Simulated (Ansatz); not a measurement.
# TlS4Br (built on the sites of a database entry of TlClO4): following an unstable mode

Which phase does TlS4Br (built on the sites of a database entry of TlClO4) fall into along its unstable mode, and how much energy does it gain?

Method: DFT PBEsol, scalar-relativistic, plane waves, PAW, in Ansatz 0.2.0.

The structure was built from a prototype and need not be the compound's stable phase.

## (1) The structure

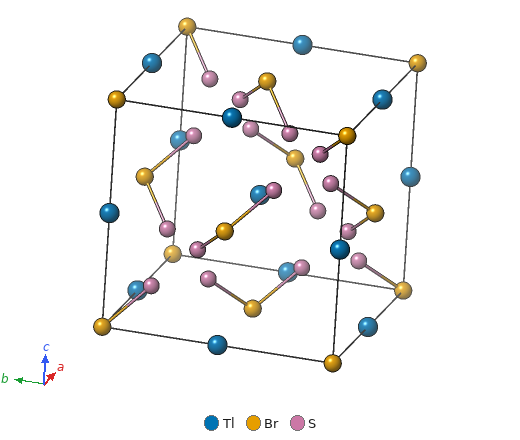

The cell as given, from a free direction (thallium blue, bromine orange, sulfur pink). This picture shows the conventional cell, with its axes. Bonds to atoms that aren't drawn are left out. Some periodic images of atoms are drawn too.

## (2) Phonons on a q mesh

The cell comes from relaxations at this level that are not shown. Stability and thermal properties need the whole zone. Linear response on a 2×2×2 q mesh gives force constants as far as a supercell of that size would.

Contents of input.yaml:

```yaml
crystal:
  lattice:
    - [0.0, 4.6786404278, 4.6786404278]
    - [4.6786404278, 0.0, 4.6786404278]
    - [4.6786404278, 4.6786404278, 0.0]
  atoms:
    - { symbol: Tl, position: [0.5, 0.5, 0.5] }
    - { symbol: Br, position: [0.0, 0.0, 0.0] }
    - { symbol: S, position: [0.1552696917, 0.1552696917, 0.1552696917] }
    - { symbol: S, position: [0.5341909248, 0.1552696917, 0.1552696917] }
    - { symbol: S, position: [0.1552696917, 0.1552696917, 0.5341909248] }
    - { symbol: S, position: [0.1552696917, 0.5341909248, 0.1552696917] }
kpoints:
  mp_grid: { grid: [8, 8, 8] }
hamiltonian:
  xc: pbesol
scf:
  occupations: { method: methfessel_paxton, width: 0.2 }
output:
  eigenvalues: true
phonons:
  method: dfpt
  qmesh: [2, 2, 2]
  temperatures: { t_max: 1000, t_step: 50 }
  qpath:
    path:
      - [[0.0, 0.0, 0.0], [-0.5, -0.5, 0.0], [-0.375, -0.375, 0.25]]
      - [[-0.375, 0.0, 0.375], [0.0, 0.0, 0.0], [0.0, 0.0, 0.5], [-0.5, -0.25, 0.25], [-0.5, -0.5, 0.0]]
    npoints: 10
```

Command:

```sh
> ansatz run input.yaml --threads 8 --pin off --max-ram 14336MiB --backend cpu --events-out ev --progress --plain --runs-dir out
```

Numbers of over 12 decimals in the logs are rounded to 6 here.

The program printed:

```text
Warning: phonons: the dynamical matrix that this run interpolates holds no multipole term above the dipole-dipole one, and a site of this crystal is no centre of inversion, so its interpolated transverse optical and acoustic branches and sound speeds can stay off near Gamma, and the density of states and the thermodynamics with them. What a run solves at a wave vector of phonons.qpoints, Gamma apart, where the deck admits one, is free of this, and under fd what a larger phonons.supercell samples
Engine: ansatz 0.2.0, x86_64-unknown-linux-gnu
Pseudopotentials: kind: paw
Pseudopotential: Tl, paw, valence charge 13, recommended cutoff 420 eV (normal), Tl.paw.azcp
Pseudopotential: Br, paw, valence charge 7, recommended cutoff 420 eV (normal), Br.paw.azcp
Pseudopotential: S, paw, valence charge 6, recommended cutoff 420 eV (normal), S.paw.azcp
Functional definition: PBEsol
  exchange = pbesol_x
  correlation = pbesol_c
Crystal: 6 atoms, lattice volume = 204.828 Å³
Basis set: ecut = 420 eV, 4015 PW (Γ), exchange–correlation on 90×90×90 points (8 copies of the dense FFT grid, shifted against one another)
Bands: 28, of which v1, the nominal top of the filled ones, is band 22 counted from 1 (21 counted from 0)
Symmetry: 24 space group operations
k-points: 29 of 512 (time reversal used)
Non-local potential: Tl, projectors of the file, l = 0: 2, l = 1: 2, l = 2: 2, l = 3: 1
Non-local potential: Br, projectors of the file, l = 0: 2, l = 1: 2, l = 2: 2
Non-local potential: S, projectors of the file, l = 0: 2, l = 1: 2, l = 2: 2
PAW form: soft (Blöchl's): semilocal exchange-correlation on the pseudo side does not see the compensation charge
PAW frozen core: Tl, regenerated for the run's functional, and the local potential with it (the file was generated under x = pbe(κ = 0.804, μ = 0.219515), c = pbe(β = 0.066725))
PAW frozen core: Br, regenerated for the run's functional, and the local potential with it (the file was generated under x = pbe(κ = 0.804, μ = 0.219515), c = pbe(β = 0.066725))
PAW frozen core: S, regenerated for the run's functional, and the local potential with it (the file was generated under x = pbe(κ = 0.804, μ = 0.219515), c = pbe(β = 0.066725))
PAW one-centre angular grid: Tl, 590 points (default); XC on 64 Gauss nodes
PAW one-centre angular grid: Br, 110 points (default); XC on 64 Gauss nodes
PAW one-centre angular grid: S, 110 points (default); XC on 64 Gauss nodes
Initial density: superposition of atomic densities (neutral atoms: chi_scale 0, normalization atom), corrected by the library's trained network
Initial wavefunctions: pseudopotential atomic-orbital guess
Functional: x = pbesol(κ = 0.804, μ = 0.123457), c = pbesol(β = 0.046)
SCF iter   1: F=—  HF=-17567.354344 eV  |F-HF|=—  |Δ(HF+E_count)|=         —  Δρ=3.03e-3  dr2=2.03e-2  ethr=1.77e-3  ⟨swp⟩=6.8  Hψ=3607  notcnv=0
preconditioner: auto → LDOS  [metal: Δε(μ)=0.013 eV  Ē_g=9.262 eV  σ=0.200 eV  W_gap=0.06  n_scr=26 (ndim 8)  ℏωp=17.2 eV  f_vac=0.184  D(μ)=9.75/eV (n_scr^D=88)  β→1.0]
SCF iter   2: F=—  HF=-17567.362818 eV  |F-HF|=—  |Δ(HF+E_count)|=   8.47e-3  S|Δr|=    0.00e0  Δρ=1.47e-3  dr2=1.02e-2  ethr=4.60e-5  ⟨swp⟩=2.0  Hψ=1605  notcnv=0
SCF iter   3: F=—  HF=-17567.362063 eV  |F-HF|=—  |Δ(HF+E_count)|=   7.54e-4  S|Δr|=    0.00e0  Δρ=1.04e-3  dr2=2.92e-3  ethr=2.31e-5  ⟨swp⟩=2.6  Hψ=1562  notcnv=0
SCF iter   4: F=—  HF=-17567.361492 eV  |F-HF|=—  |Δ(HF+E_count)|=   5.72e-4  S|Δr|=    0.00e0  Δρ=2.88e-4  dr2=2.36e-4  ethr=6.64e-6  ⟨swp⟩=2.0  Hψ=1162  notcnv=0
SCF iter   5: F=—  HF=-17567.361457 eV  |F-HF|=—  |Δ(HF+E_count)|=   3.52e-5  S|Δr|=    0.00e0  Δρ=8.38e-5  dr2=2.04e-5  ethr=5.37e-7  ⟨swp⟩=2.7  Hψ=1532  notcnv=0
SCF iter   6: F=—  HF=-17567.361453 eV  |F-HF|=—  |Δ(HF+E_count)|=   3.82e-6  S|Δr|=    0.00e0  Δρ=2.22e-5  dr2=1.43e-6  ethr=4.63e-8  ⟨swp⟩=2.0  Hψ=1326  notcnv=0
SCF iter   7: F=—  HF=-17567.361377 eV  |F-HF|=—  |Δ(HF+E_count)|=   7.62e-5  S|Δr|=    0.00e0  Δρ=6.18e-6  dr2=1.33e-7  ethr=3.25e-9  ⟨swp⟩=2.8  Hψ=1589  notcnv=0
SCF iter   8: F=—  HF=-17567.361377 eV  |F-HF|=—  |Δ(HF+E_count)|=   1.73e-8  S|Δr|=    0.00e0  Δρ=1.07e-6  dr2=3.67e-9  ethr=3.02e-10  ⟨swp⟩=2.3  Hψ=1331  notcnv=0
SCF iter   9: F=—  HF=-17567.361377 eV  |F-HF|=—  |Δ(HF+E_count)|=   2.11e-9  S|Δr|=    0.00e0  Δρ=2.37e-7  dr2=1.41e-10  ethr=8.34e-12  ⟨swp⟩=2.0  Hψ=1349  notcnv=0
SCF iter  10: F=-17567.361377 eV  HF=-17567.361377 eV  |F-HF|=7.28e-12  |Δ(HF+E_count)|=  1.71e-10  S|Δr|=    0.00e0  Δρ=4.63e-8  dr2=5.07e-12  ethr=1.00e-12  ⟨swp⟩=5.6  Hψ=4727  notcnv=0
SCF 1 converged in 10 iterations: F = -17567.361377 eV  dr2 = 5.07e-12
  greatest PAW one-centre occupation: 0.967 electrons in one spin orbital (limit 2), on the Tl atom at site 0 (counted from 0), in its partial waves of l = 2
Initial density: read from a saved state, or passed on in memory by an earlier SCF of this step, an earlier step, the calling program or the single point that the run made first
iter 1 solved again at ethr=1.44e-7 eV; its pass at ethr=3.10e-3 eV (dr2=6.35e-5 eV) is discarded
SCF iter   1: F=—  HF=-17567.361450 eV  |F-HF|=—  |Δ(HF+E_count)|=         —  Δρ=5.93e-7  dr2=6.22e-10  ethr=1.44e-7  ⟨swp⟩=4.0  Hψ=6802  notcnv=0
eigensolver tolerance schedule: the retry pair's looser diagonalisation over-reported the residual by 102001.22 of it (diagonalisation noise at an unbounded share of the residual, at the tolerance the schedule requests for it); recorded, not acted on — ethr = c·dr2/N_el stays at c = 1.0e-1
preconditioner: auto → LDOS  [metal: Δε(μ)=0.014 eV  Ē_g=9.274 eV  σ=0.200 eV  W_gap=0.06  n_scr=26 (ndim 8)  ℏωp=17.2 eV  f_vac=0.182  D(μ)=9.78/eV (n_scr^D=88)  β→1.0]
SCF iter   2: F=—  HF=-17567.361377 eV  |F-HF|=—  |Δ(HF+E_count)|=   7.38e-5  S|Δr|=    0.00e0  Δρ=7.84e-7  dr2=1.47e-9  ethr=1.41e-12  ⟨swp⟩=4.2  Hψ=2760  notcnv=0
SCF iter   3: F=—  HF=-17567.361377 eV  |F-HF|=—  |Δ(HF+E_count)|=  3.35e-10  S|Δr|=    0.00e0  Δρ=3.40e-7  dr2=1.61e-10  ethr=1.41e-12  ⟨swp⟩=2.4  Hψ=1364  notcnv=0
SCF iter   4: F=—  HF=-17567.361377 eV  |F-HF|=—  |Δ(HF+E_count)|=  1.46e-11  S|Δr|=    0.00e0  Δρ=2.47e-7  dr2=1.07e-10  ethr=1.00e-12  ⟨swp⟩=1.0  Hψ=812  notcnv=0
SCF iter   5: F=—  HF=-17567.361377 eV  |F-HF|=—  |Δ(HF+E_count)|=  1.09e-11  S|Δr|=    0.00e0  Δρ=9.40e-8  dr2=1.59e-11  ethr=1.00e-12  ⟨swp⟩=1.0  Hψ=812  notcnv=0
SCF iter   6: F=-17567.361377 eV  HF=-17567.361377 eV  |F-HF|=1.09e-11  |Δ(HF+E_count)|=  3.64e-12  S|Δr|=    0.00e0  Δρ=5.92e-8  dr2=6.31e-12  ethr=1.00e-12  ⟨swp⟩=3.0  Hψ=1948  notcnv=0
SCF 2 converged in 6 iterations: F = -17567.361377 eV  dr2 = 6.31e-12
phonons: the bands overlap, so this run is a metal and interpolates without the dipole-dipole term. If the crystal is really an insulator or semiconductor, its LO-TO splitting is missing
NSCF: frozen V_eff on 29 k-points
WARN: eigensolver did not converge in 11 slots of this pass, the one above among them; of largest residual over every band (k=24): 1 band(s) unlocked (lowest unlocked band 27, counted from 0; max residual 8.24e-5 eV among the unlocked bands, 8.24e-5 eV over every band); of lowest unlocked band (k=6): band 27
NSCF: frozen V_eff on 150 k-points
DFPT response loops at q = (0, 0, 0) (fractional): preconditioner auto → none (partly filled bands, converged f_vac=0.182); β = 0.50; Broyden in place of MSR1
NSCF: frozen V_eff on 520 k-points
DFPT response loops at q = (0, 0, -0.5) (fractional): mixed as the last ones told, above
NSCF: frozen V_eff on 520 k-points
DFPT response loops at q = (0, -0.5, -0.5) (fractional): mixed as the last ones told, above
SCF converged after 10 iterations
Stability not checked: this state was not tested for a lower state beside it, because cold or Methfessel-Paxton smearing, or corrected tetrahedra, fill the levels in a way that the test cannot read (fill_not_monotonic; see scf.lower_state_search)
Free energy (F): -17567.361377 eV
Harris-Foulkes:  -17567.361377 eV  (|F-HF|=7.28e-12)
Internal energy: -17567.342038 eV  (E = F + TS)
E sigma→0 (E₀):  -17567.356542 eV
Entropy (-TS):   -0.019338 eV (-3.223 meV/atom)
Fermi energy:    3.190244 eV
--- Per-component energies (eV) ---
  E_band       = -196.898981
  E_kinetic    = 879.589130
  E_local      = -2480.306516  (includes V_loc(G=0)·N_el)
  E_nonlocal   = 509.096502
  E_hartree    = 891.160307
  E_xc         = -867.427895
  E_vxc        = -585.410726  (∫ρ·V_xc dr)
  E_paw        = -14554.833984  (= ΣΔE_a)
  E_vpaw       = -302.187989  (= ΣTr[D̂ρ^β])
  E_aug_tail   = 0.000040  (compensation charges beyond the density's cutoff)
  E_ewald      = -1944.997955
  E_core_change = 0.378333  (= ΣΔE_core)
  E_smearing   = -0.019338  (= −TS)
  E_closure    = -0.000000  (closes the sum)
  Σ components = -17567.361377   (vs F -17567.361377, Δ=0.00e0)
--- Band table (eV; the first three rows and the last of 29) ---
  k-point 0: bands = [... 18 lower, 1.2104, 1.2104, 3.4012, 3.4012, 3.4012, 4.1034, 4.1034, 4.1034, ... 2 higher]
  k-point 1: bands = [... 18 lower, 1.1330, 1.2123, 3.2676, 3.2676, 3.4028, 4.1527, 4.2490, 4.2490, ... 2 higher]
  k-point 2: bands = [... 18 lower, 0.9113, 1.1326, 3.1094, 3.1094, 3.4066, 4.2907, 4.4429, 4.4429, ... 2 higher]
  k-point 28: bands = [... 18 lower, 0.6708, 1.3393, 2.6616, 2.8997, 3.3676, 3.8503, 4.9422, 5.5500, ... 2 higher]
--- Phonons (Γ-DFPT): 3 representative perturbations + reference (Σ response iterations 9) ---
  ASR residual: 6.323e-5 → 0.000e0 eV/Å²; symmetrization residual: 1.174e-5 eV/Å²
  ASR residual per site (eV/Å²): 9.94e-6 6.32e-5 3.65e-5 3.65e-5 3.65e-5 3.65e-5
  Γ frequencies (cm⁻¹): -306.39 -306.39 -306.39 -233.36 -233.36 -93.41 -93.41 -93.41 -44.66 -44.66 -44.66 0.00 0.00 0.00 117.51 117.51 117.51 320.13
--- Phonons (arbitrary-q DFPT): 3 irreducible q on the 2×2×2 mesh ---
  q = [0.0000, 0.0000, 0.0000] (star 1, of the zone-centre solve; hermiticity 7.89e-6, symmetrization 1.01e-11): -306.39 -306.39 -306.39 -233.36 -233.36 -93.41 -93.41 -93.41 -44.66 -44.66 -44.66 -0.00 -0.00 0.00 117.51 117.51 117.51 320.13
  q = [0.0000, 0.0000, -0.5000] (star 4, 5 solved perturbations in 860 linear systems a pass and spin channel, the states on 260 of 512 k-point pairs; hermiticity 3.36e-6, symmetrization 7.12e-12): -314.24 -300.76 -300.76 -211.88 -211.88 -160.46 -160.46 -96.45 -42.47 -42.47 -36.08 -9.89 -9.89 51.76 119.03 119.03 123.23 306.95
  q = [0.0000, -0.5000, -0.5000] (star 3, 6 solved perturbations in 718 linear systems a pass and spin channel, the states on 260 of 512 k-point pairs; hermiticity 5.66e-6, symmetrization 4.08e-12): -309.84 -309.84 -292.75 -221.84 -177.04 -166.08 -149.89 -149.89 -39.74 -39.74 -35.25 -9.05 -9.05 79.34 104.92 126.74 126.74 303.85
  sum rule: each row above includes the acoustic sum rule's correction from the zone centre's row sums; it moved no ω² by more than (0.56 cm⁻¹)²
  mesh force constants: q→R imaginary residual 2.46e-17; ASR residual 6.323e-5 → 0.000e0 eV/Å²; symmetrization residual 4.441e-15 eV/Å²
  interpolated dispersion: 62 rows × 18 modes
  density of states and harmonic sums: on the 12×12×12 q-mesh, interpolated from the force constants of a 2×2×2 supercell (no non-analytic term)
  largest difference from the sums on the solved wave vectors: F 9.40e-2 eV, S 1.14e-4 and C_V 2.34e-5 eV/K
  zero-point energy: 0.044680 eV/cell   skipped modes (ω ≤ 0): 925, of them read as no rigid motion or as one in doubt: 922 (1.289e1 modes/cell left out, lowest -314.24 cm⁻¹)   left out of the sums: 7.16e-1 of the cell's modes: C_V's classical limit lies that fraction below 3 k_B per atom; for a crystal, a wire or a layer, F and S can be off by more, and a phonons.interpolated_qmesh denser along its periods is the remedy for the sampling
```

Wall time 1.9 min (8 threads of Intel Xeon Platinum 8488C (Sapphire Rapids), shared host); peak memory 3.5 GiB; 14 min of CPU time.

This step gave:

```
volume per atom                                         : 34.14 Å³
gap on the k-mesh                                       : 0 eV
sum-rule residual before enforcement                    : 6.32e-5 eV/Å²
lowest frequency on the path                            : -314.2 cm⁻¹
point group                                             : -43m
highest frequency on the path or at a solved wavevector : 320.1 cm⁻¹
highest optical mode at the zone centre (no LO-TO term) : 320.1 cm⁻¹
lowest optical zone-centre mode                         : -306.4 cm⁻¹
lowest mode on the q mesh (acoustic modes at Γ apart)   : -314.2 cm⁻¹
```

Frequencies (cm⁻¹) solved at each irreducible wavevector; negative means imaginary. Frequencies by wavevector, by row:

```tsv
q in reciprocal lattice units	star	mode 1	mode 2	mode 3	mode 4	mode 16	mode 17	mode 18
0 0 0	1	-306.4	-306.4	-306.4	-233.4	117.5	117.5	320.1
0 0 -0.5	4	-314.2	-300.8	-300.8	-211.9	119	123.2	306.9
0 -0.5 -0.5	3	-309.8	-309.8	-292.8	-221.8	126.7	126.7	303.9
```

Interpolated from a 2×2×2 q mesh. The phonon branches at the labelled points (cm⁻¹):

```tsv
point	branch 1	branch 2	branch 3	branch 4	branch 15	branch 16	branch 17	branch 18
Γ	-306	-306	-306	-233	118	118	118	320
X	-310	-310	-293	-222	105	127	127	304
U	-310	-306	-297	-215	96	125	138	304
jump to K	-310	-306	-297	-215	96	125	138	304
Γ	-306	-306	-306	-233	118	118	118	320
L	-314	-301	-301	-212	119	119	123	307
W	-309	-306	-298	-213	88	132	136	303
X	-310	-310	-293	-222	105	127	127	304
```

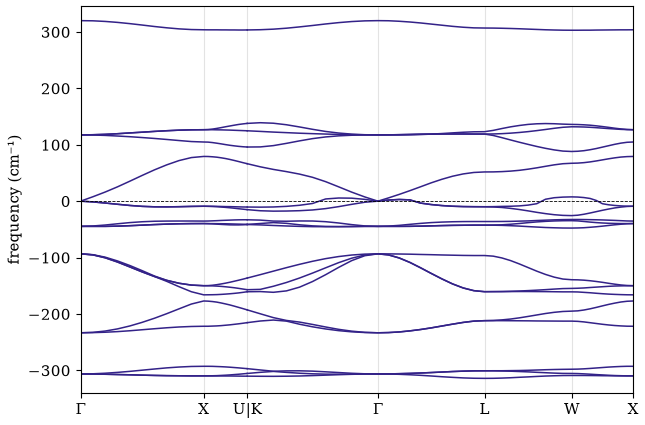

Phonon branches along the path.

Symmetry leaves 3 wavevectors to solve. The lowest mode among them, the acoustic zeros apart, lies at q = (0, 0, -0.5) and is imaginary, 314.2i cm⁻¹, so the energy falls along it.

## (3) The mode frozen in, largest atomic shift 0 Å

The mode followed lies at q = (0, -0.5, -0.5) with frequency 309.8i cm⁻¹ and is 2-fold degenerate, one of the unstable modes though not the softest. At small amplitude the distorted cell has space group no. 31 by a symmetry search on the positions. The undistorted cell that holds it gives the zero of energy on the same k mesh.

System of this step: TlS4Br (built on the sites of a database entry of TlClO4). It takes space group F-43m (No. 216, cubic). The conventional cell has a = 9.357 Å, b = 9.357 Å, c = 9.357 Å, α = 90.00°, β = 90.00°, γ = 90.00°. Tl has 12 S at 3.82 Å nearest. Nearest to Br lie 4 S at 2.52 Å. S has 3 S at 2.51 Å and 1 Br at 2.52 Å nearest. Farther neighbours and most contacts between anions are not listed.

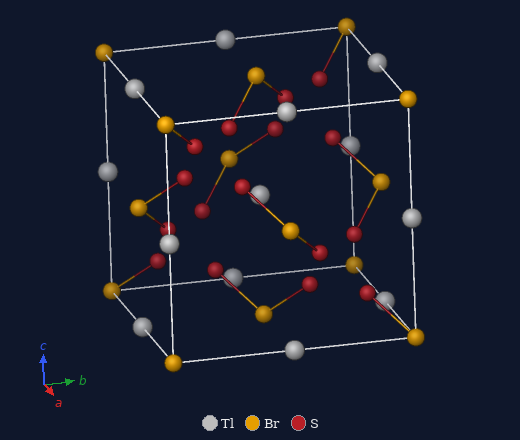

The cell of this step (thallium light grey, bromine orange, sulfur red). Bonds to atoms that aren't drawn are left out. Some periodic images of atoms are drawn too.

Contents of input.yaml:

```yaml
crystal:
  lattice:
    - [0.0, -4.6786404278, -4.6786404278]
    - [0.0, 4.6786404278, -4.6786404278]
    - [9.3572808556, 0.0, 0.0]
  atoms:
    - { symbol: Tl, position: [0.5, 0.5, 0.0] }
    - { symbol: Tl, position: [0.0, 0.0, 0.5] }
    - { symbol: Br, position: [0.5, 0.5, 0.5] }
    - { symbol: Br, position: [1.0, 1.0, 0.0] }
    - { symbol: S, position: [0.1894606165, 0.5, 0.6552696917] }
    - { symbol: S, position: [0.6894606165, 0.0, 0.1552696917] }
    - { symbol: S, position: [0.8105393835, 0.5, 0.6552696917] }
    - { symbol: S, position: [0.3105393835, 0.0, 0.1552696917] }
    - { symbol: S, position: [0.0, 0.6894606165, 0.8447303083] }
    - { symbol: S, position: [0.5, 0.1894606165, 0.3447303083] }
    - { symbol: S, position: [0.0, 0.3105393835, 0.8447303083] }
    - { symbol: S, position: [0.5, 0.8105393835, 0.3447303083] }
kpoints:
  mp_grid: { grid: [6, 6, 4] }
hamiltonian:
  xc: pbesol
scf:
  occupations: { method: methfessel_paxton, width: 0.2 }
output:
  forces: true
  stress: true
  eigenvalues: true
```

The program printed:

```text
[...]
Crystal: 12 atoms, lattice volume = 409.656 Å³
Basis set: ecut = 420 eV, 7999 PW (Γ), exchange–correlation on 90×90×128 points (8 copies of the dense FFT grid, shifted against one another)
Bands: 56, of which v1, the nominal top of the filled ones, is band 44 counted from 1 (43 counted from 0)
Symmetry: 16 space group operations
[...]
k-point 0: bands = [... 40 lower, 2.6347, 3.2016, 3.2016, 3.4007, 3.4009, 3.4009, 3.9696, 4.1032, ... 8 higher]
  k-point 1: bands = [... 40 lower, 2.7467, 3.1945, 3.1945, 3.2852, 3.2872, 3.2872, 3.9821, 4.0803, ... 8 higher]
  k-point 2: bands = [... 40 lower, 3.0141, 3.0141, 3.2008, 3.2008, 3.2008, 3.2008, 4.0266, 4.0266, ... 8 higher]
  k-point 29: bands = [... 40 lower, 2.6615, 2.6615, 2.8994, 2.8994, 3.3673, 3.3673, 3.8501, 3.8501, ... 8 higher]
[key lines of the parts left out:]
SCF converged after 8 iterations
Free energy (F): -35134.722518 eV
Fermi energy:    3.189134 eV
P = ⅓ Tr σ = -0.0051 GPa (-0.051 kbar)
```

The job ended after 4.9 s (8 threads; peak memory 1.5 GiB; 37 s of CPU time).

This step gave:

```yaml
pressure: -0.005111 GPa
energy_from_the_undistorted_cell: 0 meV/atom
```

The run ends at a pressure of -0.01 GPa, with forces up to 0.0038 eV/Å.

## (4) The mode frozen in, largest atomic shift 0.32 Å

The atoms are moved along the unstable eigenvector, the largest shift by 0.32 Å, with the cell fixed.

Contents of input.yaml:

```yaml
crystal:
  lattice:
    - [0.0, -4.6786404278, -4.6786404278]
    - [0.0, 4.6786404278, -4.6786404278]
    - [9.3572808556, 0.0, 0.0]
  atoms:
    - { symbol: Tl, position: [0.5001585086, 0.5, 0.0] }
    - { symbol: Tl, position: [-0.0001585086, 0.0, 0.5] }
    - { symbol: Br, position: [0.4893348311, 0.5, 0.5] }
    - { symbol: Br, position: [1.0106651689, 1.0, 0.0] }
    - { symbol: S, position: [0.2149476909, 0.5, 0.6262058723] }
    - { symbol: S, position: [0.6639735422, 0.0, 0.1843335112] }
    - { symbol: S, position: [0.8360264578, 0.5, 0.6843335112] }
    - { symbol: S, position: [0.2850523091, 0.0, 0.1262058723] }
    - { symbol: S, position: [-0.0261999884, 0.6894606165, 0.8447303083] }
    - { symbol: S, position: [0.5261999884, 0.1894606165, 0.3447303083] }
    - { symbol: S, position: [-0.0261999884, 0.3105393835, 0.8447303083] }
    - { symbol: S, position: [0.5261999884, 0.8105393835, 0.3447303083] }
kpoints:
  mp_grid: { grid: [6, 6, 4] }
hamiltonian:
  xc: pbesol
scf:
  occupations: { method: methfessel_paxton, width: 0.2 }
output:
  forces: true
  stress: true
  eigenvalues: true
  write_density: true
  write_potential: true
  elf: true
  volumetric_format: npy
```

The program printed:

```text
[...]
Crystal: 12 atoms, lattice volume = 409.656 Å³
Basis set: ecut = 420 eV, 7999 PW (Γ), exchange–correlation on 90×90×128 points (8 copies of the dense FFT grid, shifted against one another)
Bands: 56, of which v1, the nominal top of the filled ones, is band 44 counted from 1 (43 counted from 0)
Symmetry: 4 space group operations
[...]
k-point 0: bands = [... 40 lower, 2.2072, 2.9274, 3.0799, 3.1839, 3.4769, 3.5295, 4.7824, 4.8389, ... 8 higher]
  k-point 1: bands = [... 40 lower, 2.3072, 2.8187, 3.0879, 3.1609, 3.4533, 3.4922, 4.8448, 4.8548, ... 8 higher]
  k-point 2: bands = [... 40 lower, 2.5584, 2.5584, 3.1167, 3.1167, 3.4474, 3.4474, 4.9173, 4.9173, ... 8 higher]
  k-point 47: bands = [... 40 lower, 2.7466, 2.7466, 2.7968, 2.7968, 3.2350, 3.2350, 4.5333, 4.5333, ... 8 higher]
[key lines of the parts left out:]
SCF converged after 10 iterations
Free energy (F): -35136.585435 eV
Fermi energy:    3.243387 eV
P = ⅓ Tr σ = 2.0063 GPa (20.063 kbar)
```

Run time: 18 s. Hardware: 8 threads; peak memory 1.7 GiB; 2.2 min of CPU time.

Numbers from this step:

```
pressure                         : 2.006 GPa
energy from the undistorted cell : -156.3 meV/atom
```

The energy, extrapolated to zero smearing, is -156.29 meV/atom against the undistorted cell.

The run ends at a pressure of 2.01 GPa, with forces up to 1.2 eV/Å.

[end of part 1 of 3]

[Logs are printed without paths, hosts, clocks, repeated set-up lines and the standing remarks that a program may print on its own settings, such as how far it seeks lower states.]

[Hosts, paths, dates, database ids (printed as entryN), source tags and the programs' standing remarks are cut or masked in the printed files.]
